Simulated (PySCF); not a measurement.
**C2H11Si3 (doublet): density, localisation and related maps**

The calculation's input:

```
{"job": {"kind": "epr"}, "charge": 0, "multiplicity": 2}
C      0.507380     0.162668    -0.235099
Si     0.549890     2.003185     0.061605
Si     1.830501    -0.970670     0.429078
C     -0.641487    -0.432474    -0.975441
Si    -2.094003    -0.819674     0.202301
H      1.944704     2.453846     0.348721
H      0.027564     2.719473    -1.146339
H     -0.311635     2.399183     1.224181
H      1.278979    -1.901536     1.467428
H      2.941455    -0.181495     1.039338
H      2.373600    -1.820822    -0.679931
H     -1.051638     0.246339    -1.745760
H     -0.387280    -1.383524    -1.478421
H     -2.560029     0.441621     0.851750
H     -3.221883    -1.419347    -0.575529
H     -1.653941    -1.781307     1.255685
```

Command:

```sh
OMP_NUM_THREADS=1 python cluster_run.py task.json out
```

Geometry: PBE0-D3(BJ)/def2-SVP.

These are results of UKS B3LYP, IGLO-III on C Si, pcH-1 on H, non-relativistic, mean-field spin-orbit, GIAO in PySCF 2.14.0, density-fitted response routines, not measurements.

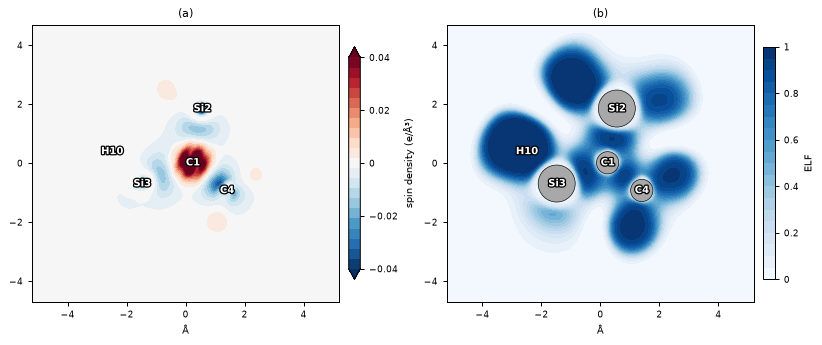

Figure 1. (a) spin density (α minus β); (b) electron localisation function on the plane of atoms Si2, C1 and Si3. Grey discs cover the atomic cores in the ELF map.

### What does the map show?

The plane passes through C, Si and H nuclei.
C–C (1.49 Å): the ELF peaks at about 0.95 between the atoms: localised, covalent bonding.
C–Si (1.86 Å): the ELF peaks at about 0.95 between the atoms (a covalent bond).
Si–H (1.49 Å): the ELF climbs to about 1 towards the hydrogen, as it does in any bond to H.
The unpaired spin (1 electron) lies mostly on C1 (about 0.6), Si2 (about 0.1) and Si3 (about 0.1), in electrons by Hirshfeld's partition.

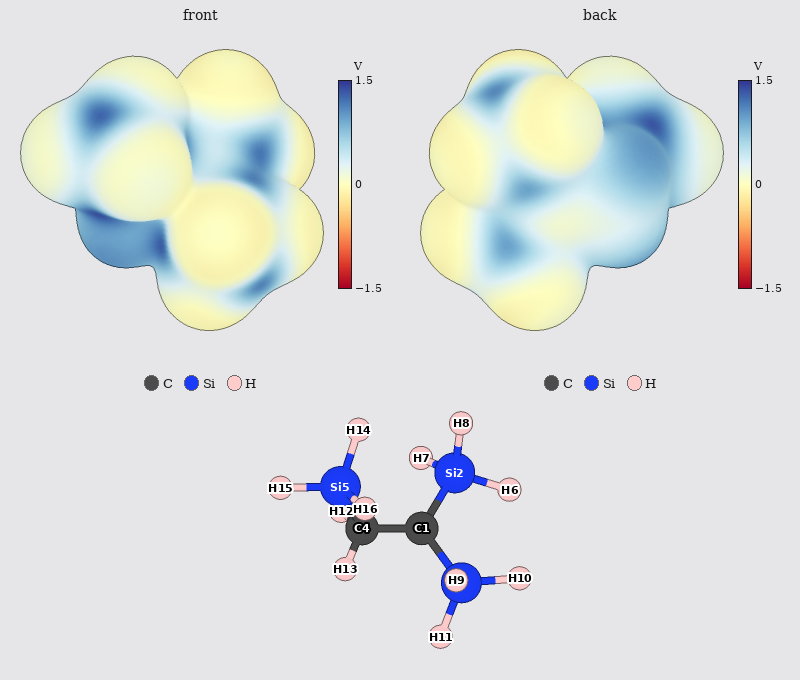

Figure 2. The molecular electrostatic potential painted on the density surface at 0.002 e/bohr³, seen from the front and from behind; the colour scale runs from red (negative) to blue (positive). The bare structure is drawn below in the same view.

### Describe the electrostatic potential map.

The most negative region (about −0.1 V) lies over the H atoms, the most positive (about +1.3 V, or +30 kcal/mol for a unit charge) over Si2, Si3 and Si5.
